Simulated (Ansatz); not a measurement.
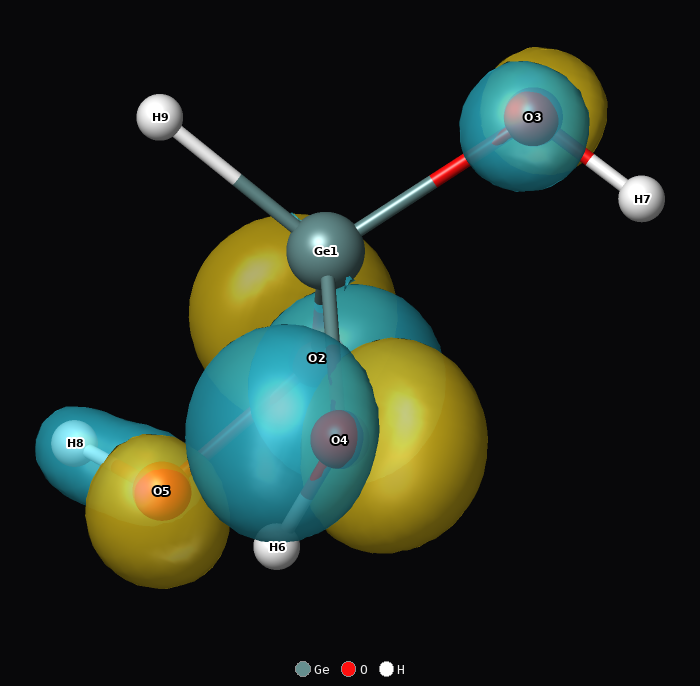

Figure 1: GeH4O4. The HOMO−1 at ±0.15 Å⁻³ᐟ² (yellow and cyan are the two phases), seen at an oblique angle.

Geometry: PBE-D4/def2-SVP.

Level of theory: RKS PBE0-D4/def2-TZVP (Ansatz).

Input file:

```
crystal:
  periodic: [false, false, false]
  atoms:
    - {symbol: Ge, position_ang: [0.563009, 0.279097, 0.179243]}
    - {symbol: O, position_ang: [-0.227419, -0.867052, -1.024724]}
    - {symbol: O, position_ang: [1.981588, -0.550650, 0.851172]}
    - {symbol: O, position_ang: [-0.635431, 0.536833, 1.476187]}
    - {symbol: O, position_ang: [-1.500745, -0.156364, -1.268274]}
    - {symbol: H, position_ang: [-1.524115, 0.443962, 1.077909]}
    - {symbol: H, position_ang: [1.699226, -1.257745, 1.462602]}
    - {symbol: H, position_ang: [-1.416083, 0.013516, -2.229848]}
    - {symbol: H, position_ang: [1.059970, 1.558393, -0.524266]}
basis:
  gaussian: {orbitals: def2-TZVP, initial_orbitals: start.molden}
hamiltonian: {xc: pbe0, dispersion: d4}
scf: {omitted_lower_state_checks: [starts]}
output: {orbitals: {seedname: orbitals}}
```

Command:

```sh
ansatz run in.yaml --threads 4 --pin off --events-out ev --progress --plain --max-ram 3916MiB
```

Where does this orbital lie, and at what energy?

Answer. By Hirshfeld shares it lies mainly on O2 (about 40 %), O4 (about 35 %), O5 (about 10 %), Ge1 (about 5 %) and O3 (about 5 %). Its energy is −8.95 eV.
